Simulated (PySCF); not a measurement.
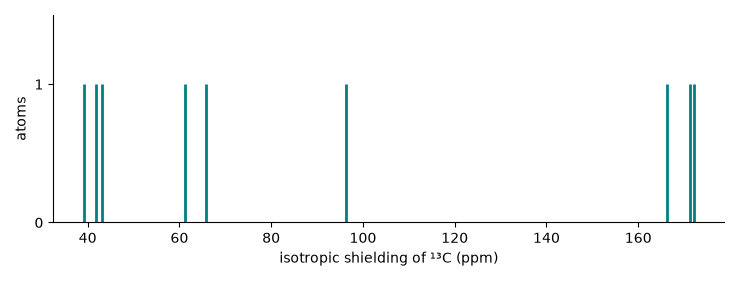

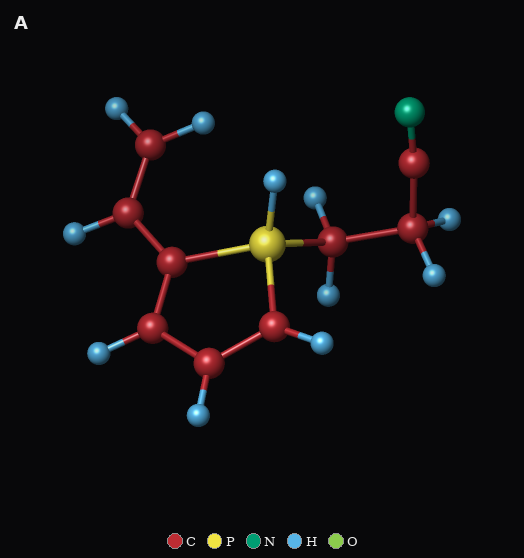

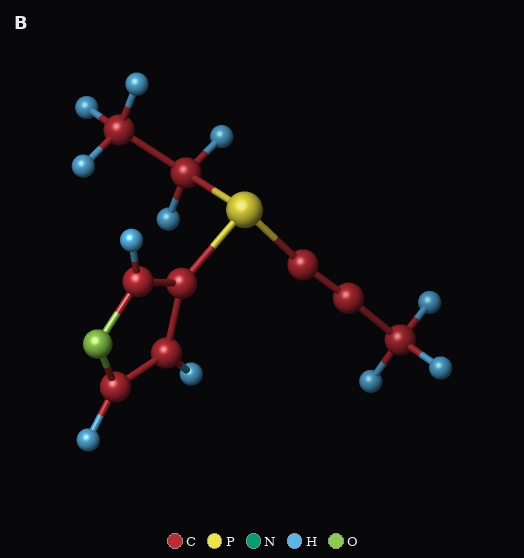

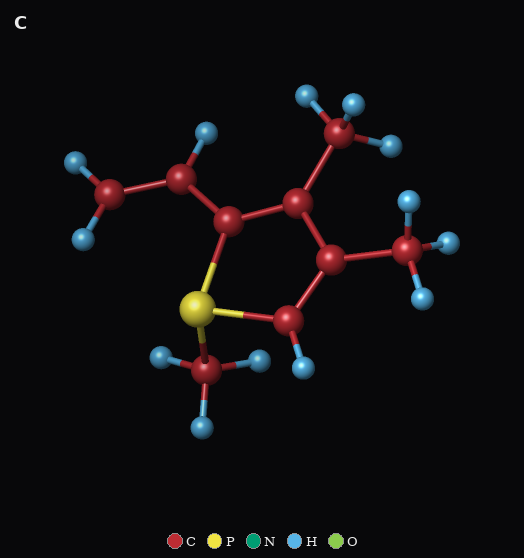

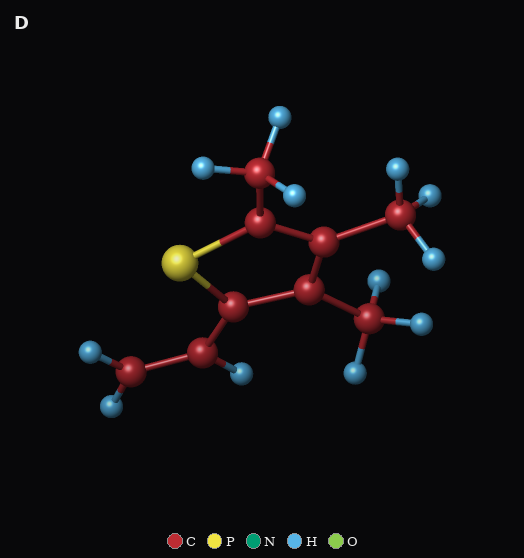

The sticks are computed shieldings of one of the molecules, for one fixed geometry (GFN2-xTB) without averaging over rotations. Low shielding means a high chemical shift. Method: GIAO PBE0/pcSseg-1 NMR shielding, non-relativistic, gas phase (PySCF 2.14.0).

Which molecule gives this pattern?

Answer. D, `C=Cc1[p-]c(C)c(C)c1C`. Its 9 C atoms give lines at 39.1, 41.8, 43.2, 61.2, 65.9, 96.2, 166.4, 171.2, 172.1 ppm.

The geometry is semi-empirical. Around P such bond lengths and angles can be off by a tenth of an ångström or more and by several degrees, and values that hang on the shape move with them.
